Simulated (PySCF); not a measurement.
System: C5H9F3Si.

```json
{"atom": "F", "x (Å)": "2.7968", "y (Å)": "1.0699", "z (Å)": "-0.7536"}
{"atom": "C", "x (Å)": "2.1248", "y (Å)": "-0.0366", "z (Å)": "-0.3770"}
{"atom": "F", "x (Å)": "2.4151", "y (Å)": "-0.2138", "z (Å)": "0.9250"}
{"atom": "F", "x (Å)": "2.7128", "y (Å)": "-1.0605", "z (Å)": "-1.0280"}
{"atom": "C", "x (Å)": "0.6558", "y (Å)": "0.0345", "z (Å)": "-0.6446"}
{"atom": "C", "x (Å)": "-0.0027", "y (Å)": "1.1943", "z (Å)": "0.1094"}
{"atom": "C", "x (Å)": "-1.5008", "y (Å)": "0.9104", "z (Å)": "0.1636"}
{"atom": "C", "x (Å)": "-1.6966", "y (Å)": "-0.5117", "z (Å)": "0.7028"}
{"atom": "Si", "x (Å)": "-0.2782", "y (Å)": "-1.5378", "z (Å)": "-0.0529"}
{"atom": "H", "x (Å)": "0.5485", "y (Å)": "0.1794", "z (Å)": "-1.7221"}
{"atom": "H", "x (Å)": "0.2071", "y (Å)": "2.1535", "z (Å)": "-0.3679"}
{"atom": "H", "x (Å)": "0.3954", "y (Å)": "1.2291", "z (Å)": "1.1264"}
{"atom": "H", "x (Å)": "-1.9132", "y (Å)": "0.9810", "z (Å)": "-0.8449"}
{"atom": "H", "x (Å)": "-2.0109", "y (Å)": "1.6454", "z (Å)": "0.7877"}
{"atom": "H", "x (Å)": "-1.6206", "y (Å)": "-0.5019", "z (Å)": "1.7908"}
{"atom": "H", "x (Å)": "-2.6901", "y (Å)": "-0.8837", "z (Å)": "0.4628"}
{"atom": "H", "x (Å)": "0.4950", "y (Å)": "-2.2972", "z (Å)": "0.9254"}
{"atom": "H", "x (Å)": "-0.6469", "y (Å)": "-2.3481", "z (Å)": "-1.2144"}
```

Geometry: GFN2-xTB.

These are results of PBE0/pcSseg-1, SCF density, gas phase, non-relativistic (PySCF 2.14.0), not measurements.

Predict the electron density and electron localisation function between the atoms.

C–H (1.09 Å): the density is about 2 e/Å³ at the midpoint; the ELF climbs to about 1 towards the hydrogen, as it does in any bond to H (an ordinary covalent bond to hydrogen).

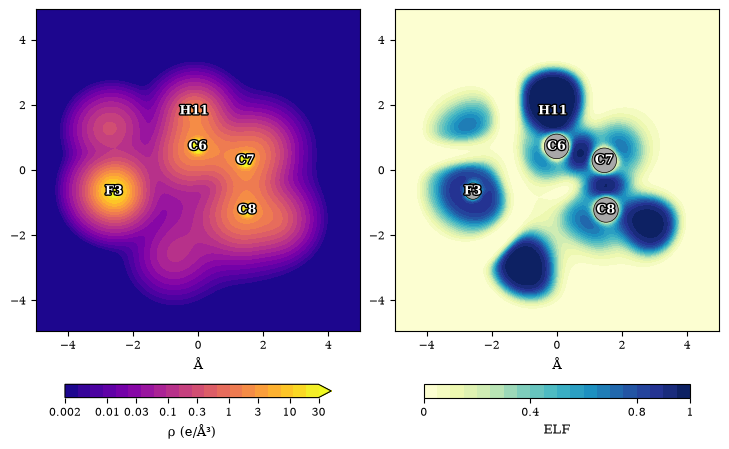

Computed electron density and electron localisation function on the plane of atoms C7, C6 and H11, in this order. Grey discs cover the atomic cores in the ELF map. 
